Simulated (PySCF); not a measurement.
## Electronic structure of BH7O2Si3 (SMILES B1O[SiH2][SiH2]O[SiH2]1) in real space

Input file:

```
{"job": {"kind": "nmr", "xc": "PBE0", "basis": "pcSseg-1"}, "charge": 0, "multiplicity": 1}
B      0.668721    -1.676348    -0.300565
O     -0.590729    -1.540910     0.088143
Si    -1.726281    -0.419219     0.489826
Si    -0.662438     1.623162     0.327985
O      0.835079     1.222775    -0.171043
Si     1.787021    -0.066577    -0.568550
H      1.036673    -2.791943    -0.459222
H     -2.127404    -0.897033     1.819717
H     -2.777035    -0.732730    -0.487582
H     -0.444759     2.356137     1.582074
H     -1.161465     2.537437    -0.707421
H      2.206514     0.261073    -1.940410
H      2.951714     0.124663     0.309319
```

Command:

```sh
OMP_NUM_THREADS=1 python probes_run.py task.json out
```

Geometry: GFN2-xTB.

All numbers below come from PySCF, PBE0/pcSseg-1, SCF density, gas phase, non-relativistic.

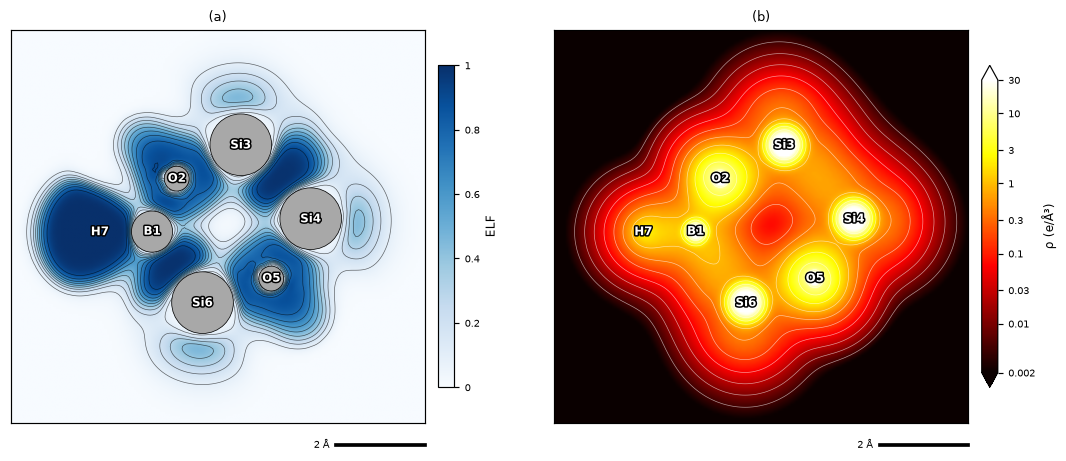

Figure 1. (a) electron localisation function; (b) electron density on the plane of atoms Si3, Si4 and O5. Grey discs cover the atomic cores in the ELF map.

Question: Read the bonding off the picture.

Answer:
- The section cuts through B, O, Si and H sites.
- B–O (1.33 Å): ρ at the midpoint is about 2.2 e/Å³; the ELF peaks at about 0.90 between the atoms: a short, strongly polar bond.
- Si–O (1.63 Å): the density is about 1.1 e/Å³ at the midpoint; the ELF peaks at about 0.85 between the atoms; a shared but strongly polarised pair.
- Si–B (1.98 Å): ρ is about 0.86 e/Å³ halfway; the ELF peaks at about 1 between the atoms (localised, covalent bonding).
- Si–Si (2.31 Å): ρ is about 0.7 e/Å³ halfway; the ELF peaks at about 1 between the atoms: a covalent bond.
- B–H (1.19 Å): ρ is about 1.3 e/Å³ halfway; the ELF climbs to about 1 towards the hydrogen, as it does in any bond to H: a covalent bond by its length.
- The ELF also peaks beside O5 and O2, away from the bonds: lone-pair regions.

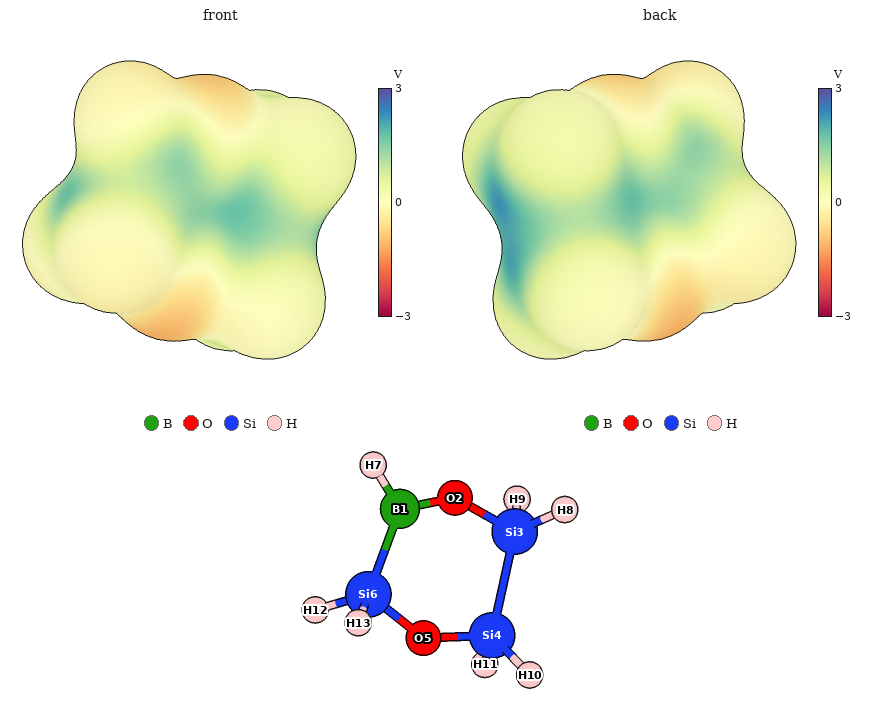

Figure 2. The electrostatic potential painted on the density surface at 0.002 e/bohr³, seen from the front and from behind; red is negative and blue positive. The bare structure is drawn below in the same view.

Question: Where is the surface potential most negative and most positive?

Answer: The most negative region (about −1.1 V) lies over O5, the most positive (about +2.1 V) over Si3 and Si4. O5 is the likeliest acceptor of a hydrogen bond.

Question: What dipole moment does the calculation give?

Answer: Its dipole moment is 1.52 D.
